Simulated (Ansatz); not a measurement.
# Na6GeSb: relaxing a made-up structure, part 2 of 2

This structure for Na6GeSb is made up. Its elements were placed in a known structure type with a cell scaled to their sizes. What cell does the guess relax to, and how far off was it?

Ansatz 0.2.0; DFT, PBE, plane-wave PAW, files of the set soft_1, scalar-relativistic, no spin, cell and ions relaxed at zero pressure; PAW set soft_1 (the session's first sound run).

So far: The starting structure; Relaxation of the guess.

## (2) Relaxation of the guess (continued)

Relaxation path:

| step | energy less that of the first step (eV) | largest force component (eV/Å) | pressure (GPa) | volume (Å³) |
| --- | --- | --- | --- | --- |
| 1 | 0.0000 | 0.3577 | -1.21 | 251.27 |
| 2 | -0.1215 | 0.1733 | -0.70 | 241.67 |
| 3 | -0.1692 | 0.0245 | 0.20 | 229.60 |
| 4 | -0.1715 | 0.0068 | -0.01 | 232.22 |
| 5 | -0.1717 | 0.0005 | 0.00 | 232.11 |
| 6* | -0.1709 | 0.0005 | 0.00 | 232.11 |

Relaxation steps marked * repeat the geometry before them on a plane-wave basis chosen anew for their cell, so energy and pressure can jump there.

The run keeps the 12 symmetry operations that it works with, so distortions that break them were not tested.

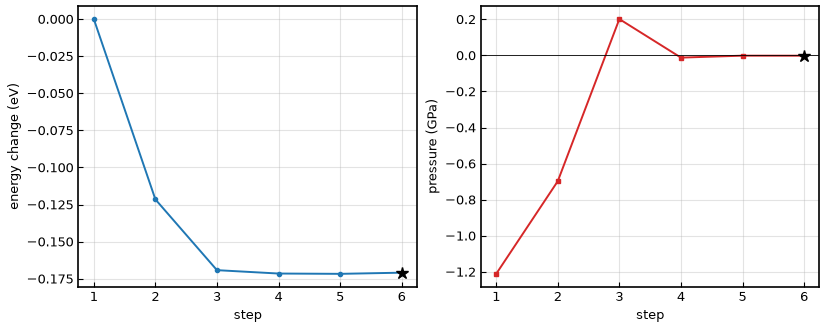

Energy and pressure along the relaxation. Stars mark steps on a basis chosen anew.

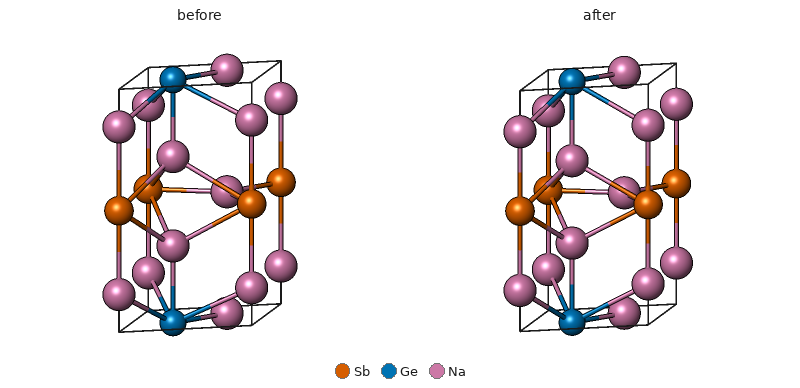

The structure before and after the relaxation, drawn at the same scale.

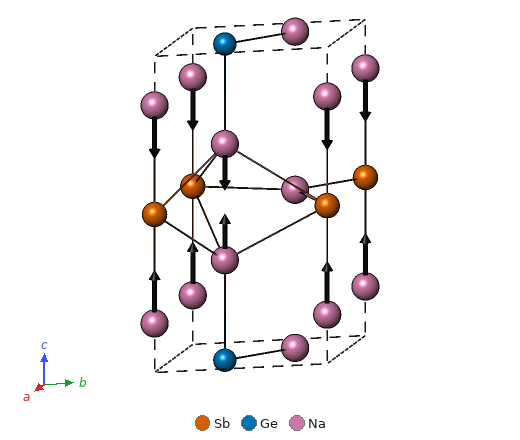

Displacements in the relaxation, exaggerated, measured against the changing cell; the longest in the cell stands for 0.15 Å. Some periodic images of atoms are drawn too.

| conventional cell, symmetrised | before | after | change |
| --- | --- | --- | --- |
| a (Å) | 5.477 | 5.288 | -3.5 % |
| b (Å) | 5.477 | 5.288 | -3.5 % |
| c (Å) | 9.672 | 9.585 | -0.9 % |
| volume (Å³/atom) | 31.41 | 29.01 | -7.6 % |

The atoms that moved most (Å, as changes of fractional coordinates times the final cell):

| atom | dx | dy | dz | length |
| --- | --- | --- | --- | --- |
| Na5 | 0.000 | 0.000 | -0.146 | 0.146 |
| Na4 | 0.000 | 0.000 | 0.146 | 0.146 |
| Na3 | 0.000 | 0.000 | 0.122 | 0.122 |
| Na6 | 0.000 | 0.000 | -0.122 | 0.122 |

The relaxed structure:

```cif
data_structure
_symmetry_space_group_name_H-M 'P 1'
_symmetry_Int_Tables_number 1
_cell_length_a 5.2880
_cell_length_b 5.2880
_cell_length_c 9.5846
_cell_angle_alpha 90.000
_cell_angle_beta 90.000
_cell_angle_gamma 120.000
_cell_volume 232.11
loop_
_atom_site_label
_atom_site_type_symbol
_atom_site_fract_x
_atom_site_fract_y
_atom_site_fract_z
_atom_site_occupancy
Sb1 Sb 0.00000 0.00000 0.50000 1
Ge2 Ge 0.66667 0.33333 0.00000 1
Na3 Na 0.66667 0.33333 0.32888 1
Na4 Na 0.00000 0.00000 0.17044 1
Na5 Na 0.00000 0.00000 0.82956 1
Na6 Na 0.66667 0.33333 0.67112 1
Na7 Na 0.33333 0.66667 0.50000 1
Na8 Na 0.33333 0.66667 0.00000 1
```

This step gave:

```yaml
free_energy: -19699.8487 eV
energy_at_zero_smearing: -19699.8310 eV
smearing_term_ts: 0.03537 eV
fermi_energy: 3.320 eV
electrons: 83
symmetry_operations: 12
pressure: -0.001844 GPa
```

Shortest distances by pair of elements, guess and relaxed (not always the same contact):

| pair | guess (Å) | relaxed (Å) |
| --- | --- | --- |
| Na–Sb | 3.162 | 3.053 |
| Ge–Na | 3.058 | 3.053 |
| Na–Na | 3.002 | 3.267 |
| Sb–Sb | 5.477 | 5.288 |
| Ge–Ge | 5.477 | 5.288 |

The relaxation ends with a largest force component of 5.0e-4 eV/Å and a pressure of 0.00 GPa.

## (3) Electronic structure of the relaxed cell

With the geometry fixed, one more self-consistent run, with a narrower smearing and the mesh shown in its input, gives the bands, and its pressure, and its forces where symmetry allows any, show how far the geometry depends on these settings.

This step: DFT, PBE, plane-wave PAW, files of the set soft_1, scalar-relativistic, no spin, bands and density of states at the relaxed cell; PAW set soft_1 (Ansatz 0.2.0).

The input, input.yaml:

```yaml
crystal:
  lattice:
    - [5.2879905435, 0.0, 0.0]
    - [-2.6439952717, 4.5795341456, 0.0]
    - [0.0, 0.0, 9.5846469722]
  atoms:
    - { symbol: Sb, position: [0.0, 0.0, 0.5] }
    - { symbol: Ge, position: [0.6666666667, 0.3333333333, 0.0] }
    - { symbol: Na, position: [0.6666666667, 0.3333333333, 0.3288817537] }
    - { symbol: Na, position: [0.0, 0.0, 0.1704418458] }
    - { symbol: Na, position: [0.0, 0.0, 0.8295581542] }
    - { symbol: Na, position: [0.6666666667, 0.3333333333, 0.6711182463] }
    - { symbol: Na, position: [0.3333333333, 0.6666666667, 0.5] }
    - { symbol: Na, position: [0.3333333333, 0.6666666667, 0.0] }
kpoints:
  mp_grid: { grid: [8, 8, 4] }
  band_path:
    path:
      - [[0.0, 0.0, 0.0], [0.5, 0.0, 0.0], [0.33333333, 0.33333333, 0.0], [0.0, 0.0, 0.0], [0.0, 0.0, 0.5], [0.5, 0.0, 0.5], [0.33333333, 0.33333333, 0.5], [0.0, 0.0, 0.5]]
      - [[0.5, 0.0, 0.5], [0.5, 0.0, 0.0]]
      - [[0.33333333, 0.33333333, 0.0], [0.33333333, 0.33333333, 0.5]]
    npoints: 8
scf:
  occupations: { method: fermi_dirac, width: 0.03 }
  n_extra_bands: 12
hamiltonian:
  xc: pbe
  pseudopotentials: { kind: paw, azcp: { folder: soft_1 } }
output:
  forces: true
  stress: true
  write_bands: true
  dos: { projected: true }
  write_density: true
  write_potential: true
  elf: true
  volumetric_format: npy
```

The run is started by

```
> ansatz run input.yaml --threads 4 --pin off --max-ram 10240MiB --backend cpu --events-out ev --progress --plain --runs-dir out
```

Numbers of over 12 decimals in the logs are rounded to 6 here.

Output:

```text
[...]
Crystal: 8 atoms, lattice volume = 232.107 Å³
Basis set: ecut = 420 eV, 4539 PW (Γ), exchange–correlation on 72×72×144 points (8 copies of the dense FFT grid, shifted against one another)
Bands: 54, of which v1, the nominal top of the filled ones, is band 42 counted from 1 (41 counted from 0)
Symmetry: 12 space group operations
[...]
k-points: 30 of 256 (time reversal used)
[...]
SCF iter   1: F=—  HF=-19701.429691 eV  |F-HF|=—  |Δ(HF+E_count)|=         —  Δρ=3.88e-2  dr2=4.62e0  ethr=3.10e-3  ⟨swp⟩=7.7  Hψ=7371  notcnv=0  defer=15
[...]
SCF iter  13: F=-19699.831484 eV  HF=-19699.831484 eV  |F-HF|=3.09e-8  |Δ(HF+E_count)|=   1.00e-8  Δρ=1.63e-6  dr2=2.74e-8  ethr=1.20e-10  ⟨swp⟩=17.4  Hψ=11708  notcnv=0
SCF 1 converged in 13 iterations: F = -19699.831484 eV  dr2 = 2.74e-8
[...]
NSCF: frozen V_eff on 75 k-points
SCF converged after 13 iterations
Free energy (F): -19699.831484 eV
[...]
Internal energy: -19699.818423 eV  (E = F + TS)
E sigma→0 (E₀):  -19699.824953 eV
Entropy (-TS):   -0.013061 eV (-1.633 meV/atom)
Fermi energy:    3.293438 eV
[...]
--- Forces (eV/Å), atoms counted from 1 ---
  atom   1  Sb     0.00000000     0.00000000     0.00000000
  atom   2  Ge     0.00000000    -0.00000000     0.00000000
  atom   3  Na     0.00000000    -0.00000000     0.00489885
  atom   4  Na    -0.00000000     0.00000000     0.00800427
  atom   5  Na     0.00000000     0.00000000    -0.00800427
  atom   6  Na    -0.00000000    -0.00000000    -0.00489885
  atom   7  Na     0.00000000     0.00000000     0.00000000
  atom   8  Na    -0.00000000    -0.00000000     0.00000000
  max |Σ_I F_I| component: 1.16e-17 eV/Å
--- Stress (GPa, compression-positive) ---
        0.001541      -0.000000       0.000000
       -0.000000       0.001541       0.000000
        0.000000       0.000000       0.001374
  P = ⅓ Tr σ = 0.0015 GPa (0.015 kbar)
--- Band table (eV; the first three rows and the last of 30) ---
  k-point 0: bands = [... 38 lower, 3.1927, 3.3013, 3.5888, 3.7679, 3.7679, 5.2042, 6.9879, 7.2022, ... 8 higher]
  k-point 1: bands = [... 38 lower, 3.1972, 3.1972, 3.7622, 3.7622, 4.3247, 5.2057, 6.8975, 7.1959, ... 8 higher]
  k-point 2: bands = [... 38 lower, 3.2018, 3.2018, 3.7564, 3.7564, 4.8213, 5.1442, 6.8871, 6.9192, ... 8 higher]
  k-point 29: bands = [... 38 lower, 1.9034, 2.2360, 2.8525, 3.2296, 5.3472, 5.3584, 6.0006, 6.0161, ... 8 higher]
```

It took 27 s on 4 threads of Arm Neoverse V1, shared host; peak memory 0.99 GiB.

This step gave:

| Property | Result |
| --- | --- |
| free energy | -19699.8315 eV |
| energy at zero smearing | -19699.8250 eV |
| smearing term TS | 0.01306 eV |
| Fermi energy | 3.293 eV |
| pressure | 0.001485 GPa |

From bands.tsv, the bands that come nearest the Fermi level along the path, at its corners, in eV from the Fermi level:

```
point  band 38  band 39  band 40  band 41  band 42  band 43  band 44  band 45
    Γ    -0.10    -0.10     0.01     0.30     0.47     0.47     1.91     3.69
    M    -1.64    -1.17    -0.58    -0.41     0.06     1.83     1.89     2.20
    K    -1.66    -1.27    -0.97    -0.95    -0.40     1.38     3.50     3.67
    Γ    -0.10    -0.10     0.01     0.30     0.47     0.47     1.91     3.69
    A    -1.28    -0.09    -0.09     0.46     0.46     1.53     1.85     3.59
    L    -1.91    -0.70    -0.53    -0.24    -0.02     1.39     1.44     2.92
    H    -1.59    -1.58    -1.20    -0.44    -0.04     2.29     2.34     2.36
    A    -1.28    -0.09    -0.09     0.46     0.46     1.53     1.85     3.59
    L    -1.91    -0.70    -0.53    -0.24    -0.02     1.39     1.44     2.92
    M    -1.64    -1.17    -0.58    -0.41     0.06     1.83     1.89     2.20
    K    -1.66    -1.27    -0.97    -0.95    -0.40     1.38     3.50     3.67
    H    -1.59    -1.58    -1.20    -0.44    -0.04     2.29     2.34     2.36
```

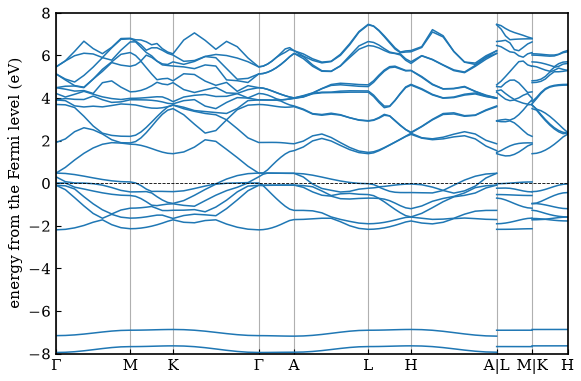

Bands along the path. 34 bands lie wholly below the window drawn.

Counts of states for the cell as run, both spins, by energy window (eV from the Fermi level):

```
from  to  total
  -8  -7   2.68
  -7  -6   1.32
  -6  -5   0.00
  -5  -4   0.00
  -4  -3   0.00
  -3  -2   0.45
  -2  -1   4.51
  -1   0   6.15
   0   1   0.90
   1   2   2.17
   2   3   2.89
   3   4   4.62
   4   5   5.61
```

Below -8 eV lie 68.0 more states.

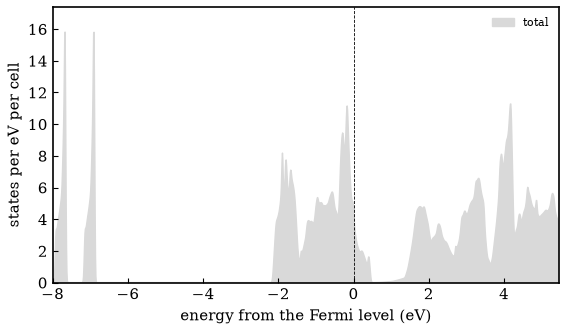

Total density of states, smoothed over about 0.04 eV.

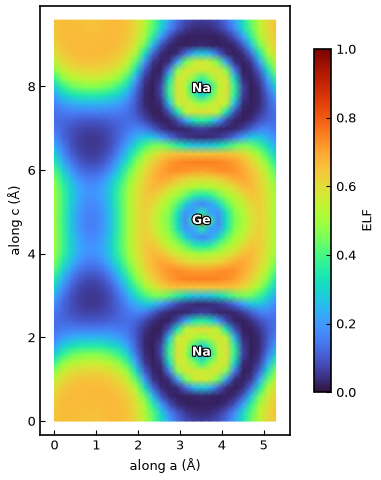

ELF in the ac plane at fractional y = 0.333, with atoms of Ge and Na within 0.2 Å of it. It is the smooth field of the valence electrons, not physical close to the nuclei. The map starts off the cell's origin, so that atoms lie inside it.

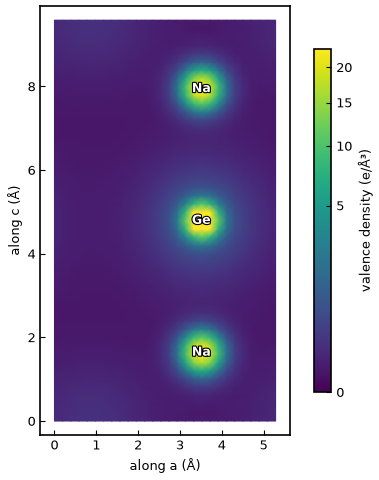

Valence density in the ac plane at fractional y = 0.333, with atoms of Ge and Na within 0.2 Å of it. It is the smooth field of the valence electrons, not physical close to the nuclei. The map starts off the cell's origin, so that atoms lie inside it. The colour scale is stretched toward low values.

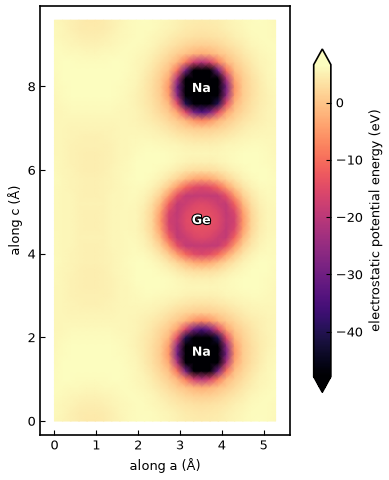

Electrostatic potential energy in the ac plane at fractional y = 0.333, with atoms of Ge and Na within 0.2 Å of it. With pseudopotentials it is smooth inside the atoms' cores, unlike the true potential. The map starts off the cell's origin, so that atoms lie inside it.

## (4) Results

```json
{"space group, relaxed": "P-6m2", "conventional cell": "a = 5.288, b = 5.288, c = 9.585 Å; α = 90.0°, β = 90.0°, γ = 120.0°", "volume per atom": "29.01 Å³ (guess 31.41)"}
```

**Reading.** Na6GeSb relaxes to P-6m2 with a = 5.288, b = 5.288 and c = 9.585 Å. The guessed volume was 8 % too large. The space group P-6m2 was held in the relaxation, so the end point is a stationary structure within it and may be a saddle against distortions or other arrangements. Bands cross the Fermi level, so it is a metal or semimetal at this level. The electron count is odd, which forces that without spin polarisation or a larger cell. On the 8×8×4 mesh with the narrower smearing (relaxed on 6×6×3) the largest force component is 0.008 eV/Å and the largest stress component is 0.002 GPa, within the relaxation's thresholds of 0.015 eV/Å and 0.05 GPa. The cutoff wasn't tested. Spin-orbit coupling is left out, which can matter for elements this heavy. No dispersion term is used, so weakly bound directions may come out too long. Nothing here tests whether the compound is stable against decomposition.

[Logs are printed without paths, hosts, clocks, repeated set-up lines and the standing remarks that a program may print on its own settings, such as how far it seeks lower states.]

[Hosts, paths, dates, database ids (printed as entryN), source tags and the programs' standing remarks are cut or masked in the printed files.]
